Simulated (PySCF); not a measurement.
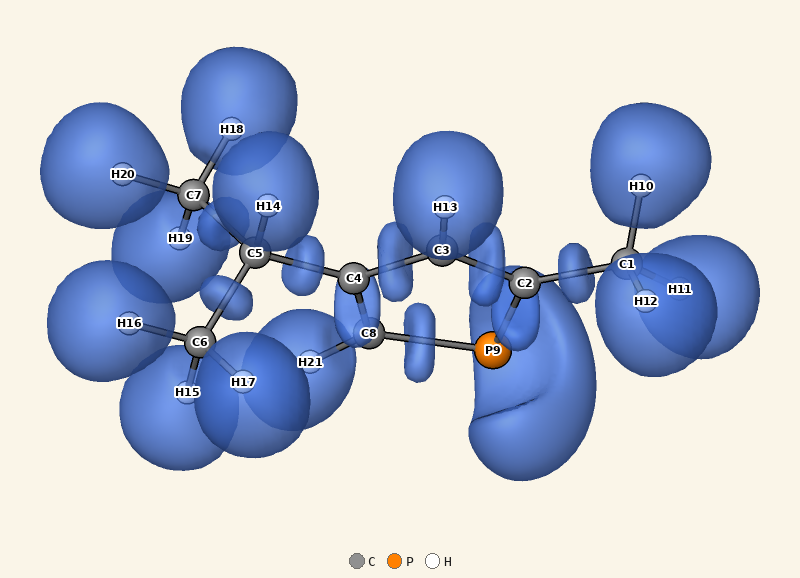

Figure 1: C8H12P (SMILES Cc1cc(C(C)C)c[p-]1) (charge −1). Isosurface of the electron localisation function at 0.85 (blue), seen from one side. Core shells and regions of very low density are left out.

Geometry: PBE0-D3(BJ)/def2-SVP.

These are results of PBE0/pcSseg-1, SCF density, gas phase, non-relativistic (PySCF 2.14.0), not measurements.

```xyz
21

C     4.8857   -0.4607   -0.1465
C     3.4547   -0.9078   -0.0712
C     2.3536   -0.0461   -0.1229
C     1.1034   -0.7040   -0.0214
C    -0.2233    0.0229   -0.0398
C    -0.9491   -0.0744    1.3049
C    -1.1325   -0.4547   -1.1740
C     1.2553   -2.0911    0.1112
P     2.9441   -2.5903    0.1082
H     5.0850    0.1737   -1.0321
H     5.5719   -1.3221   -0.2076
H     5.1976    0.1330    0.7358
H     2.4386    1.0442   -0.2351
H    -0.0052    1.0925   -0.2200
H    -1.1694   -1.1278    1.5437
H    -1.9038    0.4843    1.3068
H    -0.3141    0.3156    2.1151
H    -0.6300   -0.3425   -2.1469
H    -1.3693   -1.5244   -1.0522
H    -2.0871    0.1026   -1.2050
H     0.4116   -2.7848    0.2028
```

Identify the bonds, lone pairs and shells in this picture.

The surface consists of seven regions between bonded C–C atoms (shared pairs), two regions between bonded C–P atoms (shared pairs), twelve regions around hydrogen nuclei and one lobe on P, pointing away from the bonds (lone pairs). Along the contacts the grid gives the following. C–C (1.40 Å): the ELF peaks at about 0.95 between the atoms, as expected for a covalent bond. C–P (1.76 Å): the ELF peaks at about 0.95 between the atoms; a shared electron pair.
